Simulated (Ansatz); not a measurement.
## CH12O2Si4: geometry relaxation (part 2 of 2)

CH12O2Si4; RKS revPBE-D4/STO-3G (Ansatz 0.2.0). It belongs to a series of runs on one base structure; here: start relaxed.

Geometry of the input (Å):
```
Si 0.0000  0.0000  0.0000
O  0.0000  0.0000  1.6800
C  -1.1112  -0.3437  2.4945
H  -1.8140  -0.9775  1.9143
H  -0.7584  -0.9037  3.3856
H  -1.6313  0.5809  2.8212
O  1.5842  0.0000  -0.5594
Si 2.4906  -1.3762  -0.8866
H  1.6598  -2.3521  -1.5857
H  3.6318  -1.0202  -1.7249
H  2.9691  -1.9538  0.3660
Si -1.0456  1.8115  -0.7393
H  -2.4302  1.4780  -1.0607
H  -1.0215  2.8436  0.2931
H  -0.3743  2.3069  -1.9374
Si -1.0456  -1.8115  -0.7393
H  -1.7029  -2.4846  0.3772
H  -2.0454  -1.4265  -1.7311
H  -0.0777  -2.7173  -1.3511
```

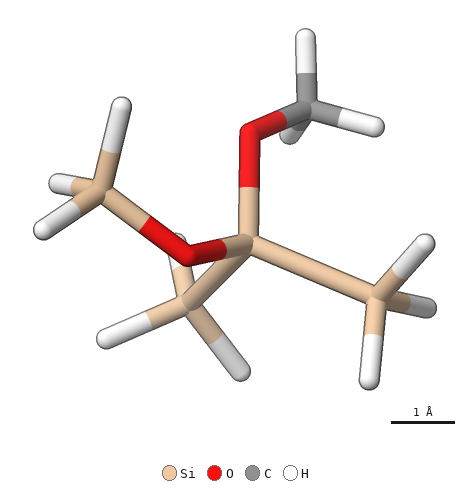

*The geometry at step 19 of the log (stick view, seen at a tilt).*

## Trajectory as extended XYZ (Å, eV, eV/Å), 11 of the 38 frames kept, from step=1 to step=38
```
19
Properties=species:S:1:pos:R:3:forces:R:3 step=1 energy=-36396.55677
Si    0.0000    0.0000    0.0000   -0.6664  -0.7761  -0.5256
O     0.0000    0.0000    1.6800    2.6778   0.5169   1.1823
C    -1.1112   -0.3437    2.4945   -0.2698  -0.0631  -1.0986
H    -1.8140   -0.9775    1.9143   -0.7477  -0.3353   0.3897
H    -0.7584   -0.9037    3.3856   -0.0134  -0.1649   0.3722
H    -1.6313    0.5809    2.8212   -0.5652   0.2346   0.4024
O     1.5842    0.0000   -0.5594    0.5943   1.3835   0.0710
Si    2.4906   -1.3762   -0.8866    0.2453  -0.5105   0.1174
H     1.6598   -2.3521   -1.5857    0.5337  -0.1478  -0.0889
H     3.6318   -1.0202   -1.7249   -0.0475   0.1752   0.0598
H     2.9691   -1.9538    0.3660    0.1335  -0.2058   0.0391
Si   -1.0456    1.8115   -0.7393   -0.0365   0.8779  -0.2863
H    -2.4302    1.4780   -1.0607    0.0506   0.1252  -0.0025
H    -1.0215    2.8436    0.2931   -0.1268   0.0979  -0.1693
H    -0.3743    2.3069   -1.9374   -0.1921   0.1454  -0.0010
Si   -1.0456   -1.8115   -0.7393   -0.8455  -0.8153  -0.3182
H    -1.7029   -2.4846    0.3772   -0.0688  -0.1856  -0.2365
H    -2.0454   -1.4265   -1.7311   -0.0290  -0.2098   0.0405
H    -0.0777   -2.7173   -1.3511   -0.6265  -0.1424   0.0525
19
Properties=species:S:1:pos:R:3:forces:R:3 step=5 energy=-36397.43827
Si   -0.0734   -0.1424   -0.1163   -0.0281   0.0290   0.0159
O     0.3155   -0.3507    1.5885   -0.1986  -0.0133   0.1614
C    -0.9113   -0.3212    2.4112    0.1443  -0.0218  -0.1337
H    -1.7299   -0.9965    2.0399    0.0311   0.0758   0.0318
H    -0.6395   -0.6713    3.4366    0.0487   0.0171  -0.0309
H    -1.3440    0.7111    2.5211   -0.0344  -0.0454  -0.0794
O     1.4833    0.0359   -0.8162    0.1447   0.0126  -0.1233
Si    2.5711   -1.2984   -0.7373   -0.0490   0.0013   0.1234
H     2.0558   -2.4616   -1.4644    0.0309  -0.0005   0.0202
H     3.7946   -0.8355   -1.3844   -0.0231  -0.0140   0.0274
H     2.8759   -1.7225    0.6351   -0.0101   0.0214  -0.0861
Si   -1.0924    1.8323   -0.6574    0.0029  -0.0331   0.0557
H    -2.5022    1.6239   -0.9683    0.0037   0.0096   0.0211
H    -1.0148    2.8358    0.3976    0.0062  -0.0161   0.0108
H    -0.4574    2.3856   -1.8479   -0.0253   0.0203   0.0057
Si   -1.2955   -1.9345   -0.8711   -0.0233  -0.0224   0.0174
H    -1.9855   -2.6235    0.2141    0.0077  -0.0024  -0.0155
H    -2.3127   -1.4936   -1.8178   -0.0036  -0.0084  -0.0116
H    -0.4603   -2.9191   -1.5469   -0.0246  -0.0098  -0.0103
19
Properties=species:S:1:pos:R:3:forces:R:3 step=8 energy=-36397.47665
Si   -0.0697   -0.1742   -0.2198   -0.0274   0.0278   0.1124
O     0.3522   -0.4118    1.4745    0.0056  -0.0167   0.0132
C    -0.8506   -0.3098    2.3109   -0.0153   0.0069   0.0412
H    -1.6319   -1.0874    2.0854    0.0375   0.0379   0.0029
H    -0.5328   -0.4577    3.3730   -0.0169   0.0097  -0.0781
H    -1.3579    0.6931    2.2501    0.0135  -0.0580   0.0091
O     1.4723   -0.0260   -0.9823   -0.0138  -0.0736   0.0444
Si    2.5904   -1.3046   -0.6439   -0.0829  -0.0159   0.0276
H     2.1071   -2.5968   -1.1446    0.0178   0.0504   0.0321
H     3.8126   -0.9465   -1.3548   -0.0229   0.0078  -0.0013
H     2.8953   -1.4628    0.7819   -0.0052   0.0242  -0.0708
Si   -1.1208    1.8270   -0.5558    0.0382   0.0547  -0.0743
H    -2.5587    1.6445   -0.7240    0.0254  -0.0058   0.0102
H    -0.9245    2.7582    0.5513    0.0140  -0.0417  -0.0313
H    -0.6120    2.4637   -1.7670   -0.0382  -0.0061   0.0363
Si   -1.3497   -1.9330   -0.9648    0.0642  -0.0470  -0.0761
H    -2.0651   -2.6186    0.1070    0.0359   0.0477   0.0109
H    -2.3500   -1.4722   -1.9206    0.0032   0.0070   0.0003
H    -0.5289   -2.9314   -1.6400   -0.0327  -0.0092  -0.0087
19
Properties=species:S:1:pos:R:3:forces:R:3 step=12 energy=-36397.50123
Si   -0.0832   -0.1616   -0.2341   -0.0125  -0.0031  -0.0284
O     0.3374   -0.4352    1.4501   -0.0226   0.0070   0.0597
C    -0.8655   -0.3799    2.2905    0.0032   0.0139  -0.0004
H    -1.6293   -1.1623    2.0368   -0.0319  -0.0224   0.0048
H    -0.5420   -0.5594    3.3430   -0.0094  -0.0014   0.0247
H    -1.3952    0.6127    2.2679    0.0489  -0.0250  -0.0210
O     1.4630   -0.0341   -0.9811    0.0729  -0.0226  -0.0354
Si    2.5795   -1.2813   -0.5484   -0.0399   0.0314  -0.0074
H     2.0126   -2.6229   -0.7073   -0.0083   0.0004   0.0106
H     3.7028   -1.1251   -1.4651   -0.0001  -0.0020  -0.0076
H     3.0753   -1.1594    0.8225    0.0125   0.0107   0.0096
Si   -1.1032    1.8528   -0.5630   -0.0155   0.0205  -0.0109
H    -2.5524    1.7288   -0.4547    0.0091  -0.0024   0.0032
H    -0.6719    2.8504    0.4088    0.0045  -0.0021  -0.0029
H    -0.8056    2.3663   -1.8950   -0.0068  -0.0047   0.0069
Si   -1.3381   -1.9078   -1.0439   -0.0052  -0.0008  -0.0012
H    -1.9730   -2.6694    0.0258    0.0016  -0.0039  -0.0025
H    -2.4011   -1.4180   -1.9140   -0.0017   0.0017   0.0031
H    -0.5326   -2.8408   -1.8224    0.0010   0.0048  -0.0047
19
Properties=species:S:1:pos:R:3:forces:R:3 step=16 energy=-36397.51014
Si   -0.0886   -0.1559   -0.2591    0.0282   0.0096   0.0093
O     0.3310   -0.4623    1.4224    0.1834   0.0068  -0.1579
C    -0.8635   -0.4214    2.2625   -0.1537  -0.0264   0.1359
H    -1.6324   -1.1976    1.9963   -0.0075   0.0244   0.0174
H    -0.5404   -0.6216    3.3133   -0.0293   0.0165  -0.0278
H    -1.3855    0.5746    2.2545   -0.0136  -0.0111   0.0225
O     1.4621   -0.0477   -1.0049   -0.0081  -0.0069   0.0069
Si    2.5685   -1.2656   -0.4747    0.0129  -0.0011  -0.0107
H     1.9559   -2.5939   -0.3926    0.0018  -0.0035   0.0046
H     3.6263   -1.2882   -1.4795    0.0024  -0.0058   0.0024
H     3.1716   -0.9557    0.8221    0.0015   0.0021   0.0001
Si   -1.0927    1.8704   -0.5658   -0.0132  -0.0051  -0.0011
H    -2.5288    1.7772   -0.3318   -0.0022   0.0022   0.0026
H    -0.5624    2.8882    0.3329    0.0053  -0.0042  -0.0005
H    -0.9020    2.3348   -1.9346   -0.0006  -0.0038   0.0010
Si   -1.3405   -1.8948   -1.0875   -0.0096   0.0075   0.0031
H    -1.8530   -2.7593   -0.0305    0.0038  -0.0050  -0.0008
H    -2.4900   -1.3983   -1.8348   -0.0055   0.0002  -0.0024
H    -0.5581   -2.7289   -1.9919    0.0040   0.0037  -0.0045
19
Properties=species:S:1:pos:R:3:forces:R:3 step=19 energy=-36397.51256
Si   -0.0860   -0.1552   -0.2663    0.0038   0.0021   0.0099
O     0.3292   -0.4651    1.4156   -0.0142   0.0023   0.0031
C    -0.8754   -0.4283    2.2548    0.0028  -0.0026  -0.0049
H    -1.6484   -1.1952    1.9767    0.0085   0.0012  -0.0052
H    -0.5593   -0.6414    3.3039    0.0036  -0.0024  -0.0023
H    -1.3915    0.5701    2.2577    0.0015   0.0028  -0.0028
O     1.4666   -0.0600   -1.0108   -0.0107  -0.0052   0.0134
Si    2.5727   -1.2657   -0.4508    0.0039  -0.0039   0.0041
H     1.9534   -2.5842   -0.2902    0.0042   0.0100  -0.0039
H     3.6087   -1.3479   -1.4755   -0.0035   0.0020   0.0059
H     3.2075   -0.8959    0.8156   -0.0054  -0.0057  -0.0094
Si   -1.0883    1.8724   -0.5671   -0.0072   0.0189  -0.0080
H    -2.5141    1.7958   -0.2679    0.0192  -0.0009  -0.0019
H    -0.5094    2.9009    0.2897   -0.0060  -0.0119  -0.0126
H    -0.9553    2.3111   -1.9517   -0.0023  -0.0050   0.0137
Si   -1.3405   -1.8884   -1.1025   -0.0152  -0.0312  -0.0125
H    -1.7794   -2.8120   -0.0603    0.0132   0.0202  -0.0254
H    -2.5373   -1.3957   -1.7779    0.0256  -0.0091   0.0177
H    -0.5759   -2.6617   -2.0765   -0.0220   0.0185   0.0210
19
Properties=species:S:1:pos:R:3:forces:R:3 step=23 energy=-36397.51571
Si   -0.0753   -0.1389   -0.2554   -0.0106  -0.0003   0.0052
O     0.3173   -0.4311    1.4352    0.0298   0.0068  -0.0151
C    -0.9028   -0.4398    2.2516    0.0032   0.0065  -0.0113
H    -1.6471   -1.2249    1.9483   -0.0049  -0.0042   0.0026
H    -0.5986   -0.6576    3.3034   -0.0062  -0.0030  -0.0022
H    -1.4477    0.5432    2.2578    0.0007   0.0001  -0.0045
O     1.4839   -0.0514   -0.9873   -0.0171   0.0067   0.0267
Si    2.5723   -1.2764   -0.4357    0.0054  -0.0030   0.0007
H     1.9383   -2.5921   -0.3188   -0.0009  -0.0015  -0.0019
H     3.6262   -1.3422   -1.4427   -0.0006   0.0002   0.0007
H     3.1857   -0.9441    0.8508   -0.0016  -0.0023   0.0010
Si   -1.0717    1.8847   -0.5967    0.0061  -0.0058   0.0029
H    -2.4774    1.8372   -0.2129   -0.0028   0.0015  -0.0014
H    -0.4363    2.9454    0.1747    0.0032   0.0068   0.0012
H    -1.0157    2.2544   -2.0057   -0.0018   0.0004  -0.0044
Si   -1.3268   -1.8770   -1.0852    0.0085  -0.0067  -0.0010
H    -1.6116   -2.8942   -0.0798   -0.0001  -0.0052   0.0056
H    -2.6062   -1.4053   -1.6023   -0.0076   0.0010   0.0017
H    -0.6290   -2.5360   -2.1831   -0.0027   0.0020  -0.0068
19
Properties=species:S:1:pos:R:3:forces:R:3 step=27 energy=-36397.51791
Si   -0.0685   -0.1289   -0.2462   -0.0027   0.0039  -0.0026
O     0.3131   -0.4061    1.4492    0.0051   0.0036   0.0012
C    -0.9189   -0.4424    2.2473    0.0020  -0.0012   0.0015
H    -1.6399   -1.2454    1.9336   -0.0023   0.0025   0.0031
H    -0.6270   -0.6521    3.3043   -0.0012  -0.0006  -0.0080
H    -1.4869    0.5275    2.2437    0.0013  -0.0025  -0.0041
O     1.4962   -0.0392   -0.9648   -0.0074  -0.0001   0.0121
Si    2.5708   -1.2848   -0.4325    0.0018  -0.0033   0.0018
H     1.9250   -2.5984   -0.3599    0.0017   0.0042  -0.0008
H     3.6371   -1.3309   -1.4274   -0.0006  -0.0003   0.0022
H     3.1689   -0.9932    0.8712   -0.0031  -0.0031  -0.0037
Si   -1.0622    1.8917   -0.6117    0.0052  -0.0005  -0.0014
H    -2.4607    1.8605   -0.2007   -0.0012   0.0001   0.0004
H    -0.4068    2.9670    0.1224    0.0002   0.0003  -0.0019
H    -1.0325    2.2285   -2.0299   -0.0011   0.0011  -0.0001
Si   -1.3161   -1.8739   -1.0687   -0.0052  -0.0099  -0.0034
H    -1.5078   -2.9396   -0.0907    0.0056   0.0067  -0.0123
H    -2.6390   -1.4229   -1.4878    0.0121  -0.0067   0.0083
H    -0.6675   -2.4638   -2.2349   -0.0101   0.0057   0.0078
19
Properties=species:S:1:pos:R:3:forces:R:3 step=31 energy=-36397.52069
Si   -0.0565   -0.1148   -0.2328   -0.0239  -0.0088  -0.0239
O     0.3013   -0.3712    1.4715   -0.0145   0.0060   0.0009
C    -0.9476   -0.4376    2.2413    0.0010  -0.0005  -0.0003
H    -1.6391   -1.2617    1.9157    0.0003  -0.0013  -0.0010
H    -0.6753   -0.6339    3.3058    0.0020  -0.0001  -0.0004
H    -1.5422    0.5157    2.2183   -0.0015   0.0009   0.0021
O     1.5177   -0.0241   -0.9283    0.0097  -0.0038  -0.0089
Si    2.5694   -1.3023   -0.4280   -0.0047   0.0039   0.0039
H     1.9063   -2.6093   -0.4289    0.0018   0.0024  -0.0022
H     3.6577   -1.3168   -1.3996   -0.0009   0.0009   0.0015
H     3.1383   -1.0779    0.9017   -0.0004  -0.0011  -0.0017
Si   -1.0492    1.8985   -0.6380    0.0157   0.0275   0.0214
H    -2.4387    1.8920   -0.1960    0.0052  -0.0094   0.0037
H    -0.3675    2.9841    0.0558   -0.0096   0.0104  -0.0067
H    -1.0503    2.2040   -2.0637    0.0089  -0.0143  -0.0005
Si   -1.2967   -1.8698   -1.0453   -0.0111  -0.0423   0.0014
H    -1.3082   -3.0120   -0.1352   -0.0063   0.0274  -0.0440
H    -2.6849   -1.4783   -1.2765    0.0488  -0.0099   0.0145
H    -0.7572   -2.3307   -2.3216   -0.0204   0.0120   0.0401
19
Properties=species:S:1:pos:R:3:forces:R:3 step=34 energy=-36397.52146
Si   -0.0559   -0.1134   -0.2324   -0.0061  -0.0040  -0.0042
O     0.2999   -0.3659    1.4729   -0.0049   0.0014   0.0015
C    -0.9497   -0.4395    2.2406    0.0027   0.0039   0.0001
H    -1.6359   -1.2679    1.9144    0.0001  -0.0012  -0.0014
H    -0.6777   -0.6336    3.3056   -0.0001  -0.0008  -0.0005
H    -1.5501    0.5104    2.2165   -0.0014  -0.0015   0.0012
O     1.5184   -0.0248   -0.9284    0.0031  -0.0012  -0.0019
Si    2.5693   -1.3027   -0.4267   -0.0009   0.0013   0.0004
H     1.9076   -2.6103   -0.4344    0.0001   0.0010  -0.0007
H     3.6614   -1.3133   -1.3940    0.0005   0.0006   0.0011
H     3.1328   -1.0819    0.9059   -0.0005  -0.0008  -0.0001
Si   -1.0450    1.9012   -0.6400    0.0036   0.0062   0.0038
H    -2.4340    1.8932   -0.1967    0.0021  -0.0016   0.0007
H    -0.3654    2.9928    0.0462   -0.0020   0.0026  -0.0025
H    -1.0469    2.1961   -2.0679    0.0021  -0.0037  -0.0002
Si   -1.2967   -1.8696   -1.0411   -0.0032  -0.0106  -0.0016
H    -1.2949   -3.0212   -0.1454    0.0002   0.0068  -0.0113
H    -2.6871   -1.4802   -1.2512    0.0114  -0.0028   0.0061
H    -0.7726   -2.3158   -2.3274   -0.0066   0.0045   0.0095
19
Properties=species:S:1:pos:R:3:forces:R:3 step=38 energy=-36397.52259
Si   -0.0507   -0.1068   -0.2265    0.0038  -0.0038  -0.0002
O     0.2933   -0.3444    1.4836   -0.0005   0.0019   0.0001
C    -0.9627   -0.4458    2.2375   -0.0001  -0.0031  -0.0024
H    -1.6264   -1.2891    1.9031   -0.0024  -0.0053  -0.0005
H    -0.6989   -0.6346    3.3055    0.0050  -0.0006   0.0007
H    -1.5845    0.4896    2.2073   -0.0024   0.0074  -0.0017
O     1.5270   -0.0228   -0.9155    0.0014  -0.0005   0.0006
Si    2.5722   -1.3073   -0.4190   -0.0055   0.0010   0.0035
H     1.9118   -2.6149   -0.4634    0.0006   0.0006  -0.0008
H     3.6811   -1.2982   -1.3669   -0.0018   0.0015  -0.0001
H     3.1113   -1.1127    0.9276    0.0004  -0.0003   0.0005
Si   -1.0327    1.9058   -0.6594    0.0010   0.0016   0.0025
H    -2.4158    1.9134   -0.1983    0.0013   0.0005  -0.0001
H    -0.3393    3.0081   -0.0049   -0.0001   0.0007  -0.0014
H    -1.0514    2.1706   -2.0931   -0.0006   0.0000  -0.0008
Si   -1.2962   -1.8635   -1.0259    0.0017   0.0015   0.0001
H    -1.2001   -3.0546   -0.1901    0.0001  -0.0024   0.0000
H    -2.7072   -1.5062   -1.1196   -0.0008  -0.0012   0.0015
H    -0.8536   -2.2327   -2.3655   -0.0011   0.0002  -0.0015
```

## Results in brief

```tsv
quantity	value
outcome	converged
total energy	−36397.5226 eV
mean-field energy	−36396.0191 eV
largest force (length of the vector) at the end	0.008 eV/Å
hardware	1 thread of Arm Neoverse V1, 24 GiB of memory available, shared host
wall time	4.1 min
peak memory	0.15 GiB
```
